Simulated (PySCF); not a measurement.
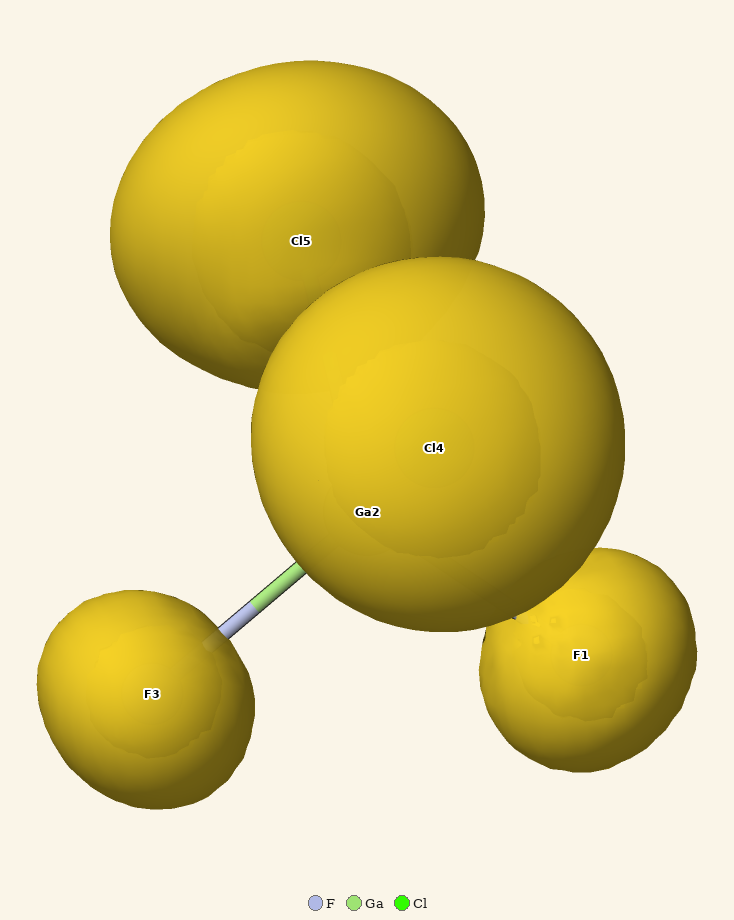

Cl₂F₂Ga (SMILES [F][Ga-]([F])([Cl])[Cl]) (charge −1). Isosurface of the ELF at 0.8 (yellow), seen at an oblique angle. Core shells and regions of very low density are left out.

Geometry: GFN2-xTB.

The calculation used wB97X-D/def2-SVPD, SCF density, gas phase in PySCF.

The calculation's input:

```
{"job": {"kind": "uv", "xc": "wB97X-D", "basis": "def2-SVPD", "nstates": 8, "ntriplets": 3}, "charge": -1, "multiplicity": 1}
F      0.010494    -1.179694    -1.386292
Ga     0.001648    -0.011991    -0.003363
F     -0.072325    -1.096846     1.443234
Cl     1.831153     1.097392     0.019429
Cl    -1.762348     1.193992    -0.090193
```

Launched as:

```sh
OMP_NUM_THREADS=1 python probes_run.py task.json out
```

Describe the localisation domains.

Answer. At this value the surface marks out two regions wrapped around Cl (the valence shell of each) and two regions wrapped around F (the valence shell of each).

Values along the shortest contacts:
Ga–F (1.81 Å): the ELF peaks at about 0.80 in the valence shell of F, 0.5 Å from its nucleus, and is about 0.15 at the midpoint. Ga–Cl (2.14 Å): the ELF peaks at about 0.85 in the valence shell of Cl, 0.8 Å from its nucleus, and is about 0.55 at the midpoint.
